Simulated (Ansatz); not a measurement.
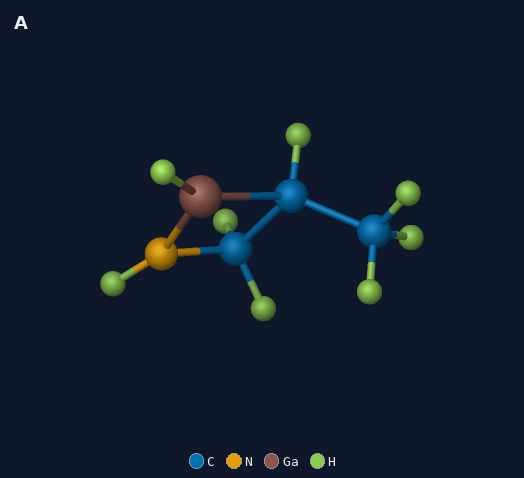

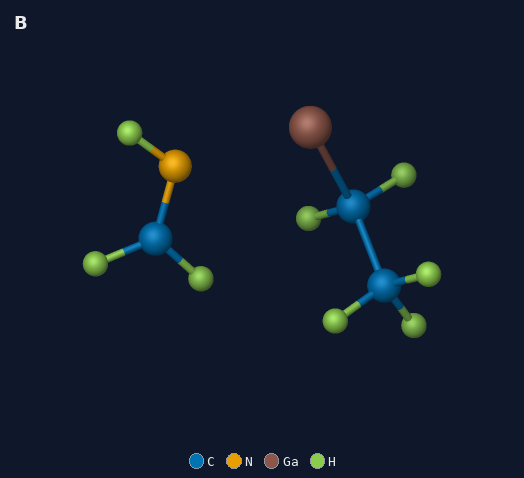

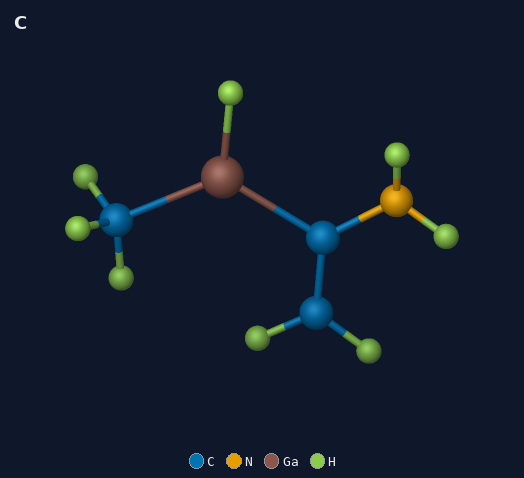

3 stationary structures of one formula. Geometries: PBE0-D4/def2-TZVP. Electronic energies: CCSD(T)/CBS (MP2 limit from def2-TZVPP and def2-QZVPP plus CCSD(T) − MP2) (Ansatz 0.2.0), without zero-point energy. No frequency run is at hand to confirm each as a minimum. Each is one conformer, not always the lowest.

Which structure is the most stable?

A is lowest; C lies 0.202 eV above it, B lies 0.729 eV above it.
